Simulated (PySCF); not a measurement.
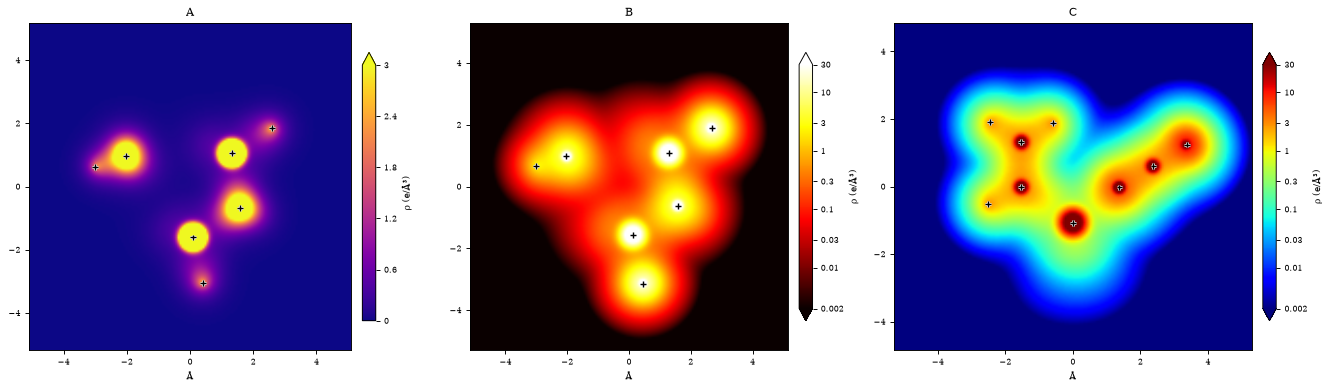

The electron density of 3 systems, each on a plane through atoms (crosses mark nuclei in the plane).

Computed with PBE0/pcSseg-1, SCF density, gas phase, non-relativistic (PySCF).

System 1: H10N6Si4 ((HSi)4NH6 adamantane), the plane of atoms Si1, N3 and Si4. Geometry: PBE0-D3(BJ)/def2-SVP.

```xyz
20

Si   -0.4081    0.8946    1.4796
H    -0.6857    1.6102    2.7552
N    -1.8483    0.2979    0.6878
Si   -1.5281   -0.5992   -0.7950
H    -2.8003   -1.1107   -1.3729
N    -0.4190   -1.9138   -0.4499
Si    1.0590   -1.3933    0.3315
H     1.9548   -2.5414    0.6409
N     0.6262   -0.5051    1.7820
N     1.8012   -0.2596   -0.7837
Si    0.8210    1.1404   -1.1702
H     1.5160    2.0577   -2.1136
N     0.3913    1.9469    0.3216
N    -0.6779    0.5205   -1.8317
H    -2.4963   -0.1512    1.3337
H    -0.8599   -2.7483   -0.0687
H     1.4087   -0.3290    2.4111
H     2.2003   -0.7093   -1.6079
H     1.1047    2.5516    0.7239
H    -1.2974    1.2552   -2.1742
```

System 2: F4H6N6Si4 ((FSi)4NH6 adamantane), the plane of atoms N3, Si4 and F5. Geometry: PBE0-D3(BJ)/def2-SVP.

```
atom    x (Å)    y (Å)    z (Å)
  Si   0.8129  -1.0610  -1.1253
   F   1.5298  -2.0259  -2.1976
   N   1.6496   0.4572  -0.9839
  Si   0.8870   1.5678   0.1102
   F   1.6933   2.9603   0.1715
   N  -0.7602   1.8233  -0.3642
  Si  -1.6473   0.3264  -0.4607
   F  -3.1453   0.5907  -0.9908
   N  -0.8332  -0.7434  -1.5834
   N  -1.5969  -0.4184   1.1031
  Si   0.0372  -0.7490   1.6302
   F  -0.0104  -1.4896   3.0596
   N   0.8376  -1.7599   0.4625
   N   0.8330   0.7878   1.6620
   H   2.6513   0.3529  -0.8165
   H  -0.9200   2.4701  -1.1348
   H  -0.9625  -0.5222  -2.5704
   H  -2.2573  -1.1899   1.1976
   H   0.6101  -2.7504   0.5334
   H   0.4538   1.3873   2.3969
```

System 3: C7H9NOSi (Si(vinyl)3(NCO)), the plane of atoms C7, C8 and H10. Geometry: PBE0-D3(BJ)/def2-SVP.

```yaml
atoms:
  - { symbol: Si, position_ang: [0.1483, 0.2547, 0.0940] }
  - { symbol: C, position_ang: [-0.1222, 0.4376, 1.9320] }
  - { symbol: C, position_ang: [-0.8185, -0.4211, 2.6836] }
  - { symbol: H, position_ang: [0.3230, 1.3135, 2.4245] }
  - { symbol: H, position_ang: [-1.2883, -1.3125, 2.2532] }
  - { symbol: H, position_ang: [-0.9547, -0.2768, 3.7611] }
  - { symbol: C, position_ang: [1.9614, 0.0302, -0.2834] }
  - { symbol: C, position_ang: [2.4812, -1.0498, -0.8757] }
  - { symbol: H, position_ang: [2.6427, 0.8448, -0.0013] }
  - { symbol: H, position_ang: [1.8531, -1.8936, -1.1824] }
  - { symbol: H, position_ang: [3.5532, -1.1429, -1.0831] }
  - { symbol: C, position_ang: [-0.5234, 1.7476, -0.8011] }
  - { symbol: C, position_ang: [-1.4476, 1.6973, -1.7655] }
  - { symbol: H, position_ang: [-0.1302, 2.7324, -0.5127] }
  - { symbol: H, position_ang: [-1.8819, 0.7480, -2.0987] }
  - { symbol: H, position_ang: [-1.8149, 2.5994, -2.2670] }
  - { symbol: N, position_ang: [-0.6976, -1.1513, -0.4551] }
  - { symbol: C, position_ang: [-1.3555, -2.1115, -0.7305] }
  - { symbol: O, position_ang: [-1.9911, -3.0526, -1.0075] }
```

Question: Match each panel to its system.

Answer: Panel A is system 1, H10N6Si4: the plane holds Si, H and N. Si–N (1.75 Å): ρ is about 1.1 e/Å³ halfway. Panel B is system 2, F4H6N6Si4: the plane holds Si, F, N and H. Si–F (1.61 Å): ρ at the midpoint is about 1.1 e/Å³. Panel C is system 3, C7H9NOSi: the plane holds Si, C, H, N and O. C–O (1.17 Å): ρ is about 3.5 e/Å³ halfway.
